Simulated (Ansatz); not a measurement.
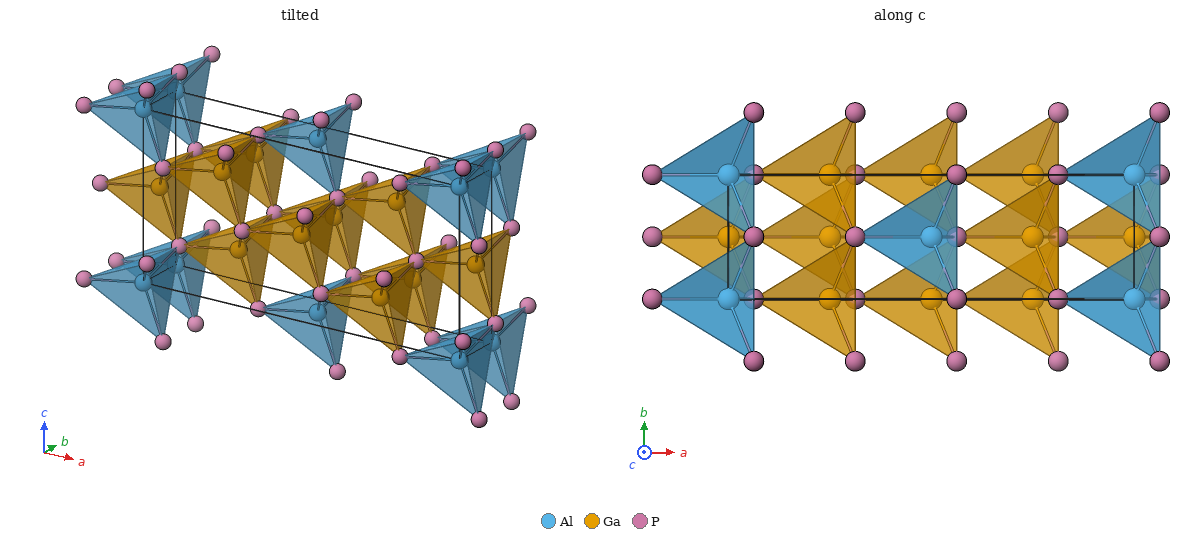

An orthographic polyhedral view of the structure, slightly off an axis and along the c axis. The conventional unit cell is outlined; an atom on or near a face, edge or corner is repeated at each equivalent position. A few atoms beyond the faces are included.

AlGa$_{3}$P$_{4}$, space group Cm (No. 8), a = 12.801 Å, b = 3.862 Å, c = 6.683 Å, α = 90.00°, β = 100.05°, γ = 90.00°. Origin of the cell: a structure type filled with these elements by a generator (whether the compound takes this form wasn't checked). Earlier steps of the study, as a rule a relaxation of our own, may have changed the cell and positions, so they can lie some per cent off the listed ones. It was run through Ansatz as a DFT input.

This one geometry was computed with Ansatz (DFT, plane waves, PAW) at five levels of theory: HSE06, PBE0, PBE with spin-orbit coupling, r2SCAN and PBE. It was relaxed beforehand with r2SCAN.

### Which level gives the highest pressure at this volume, and what does that say about its equilibrium volume?

Highest: PBE with spin-orbit coupling (2.2 GPa) and PBE (2.2 GPa), which points to the largest equilibrium volume. Lowest, with the smallest volume: HSE06 (0.5 GPa), PBE0 (0.3 GPa) and r2SCAN (0.0 GPa). Levels within 0.5 GPa of each other can't be told apart.

### How does the band gap change with the level of theory?

PBE with spin-orbit coupling: a gap of 1.58 eV, indirect; PBE: a gap of 1.63 eV, indirect; r2SCAN: a gap of 1.88 eV, indirect; HSE06: a gap of 2.28 eV, indirect; PBE0: a gap of 2.94 eV, indirect.

### Collect the results in a table.

| level | cutoff (eV) | k-mesh of the run's cell | gap (eV) | pressure (GPa) |
| --- | --- | --- | --- | --- |
| HSE06 | 420 | 4×4×2 | 2.28 | 0.5 |
| PBE0 | 420 | 4×4×2 | 2.94 | 0.3 |
| PBE with spin-orbit coupling | 420 | 8×8×4 | 1.58 | 2.2 |
| r2SCAN | 500 | 8×8×4 | 1.88 | 0.0 |
| PBE | 420 | 8×8×4 | 1.63 | 2.2 |

Gaps are taken on the k-mesh or band path of each run.
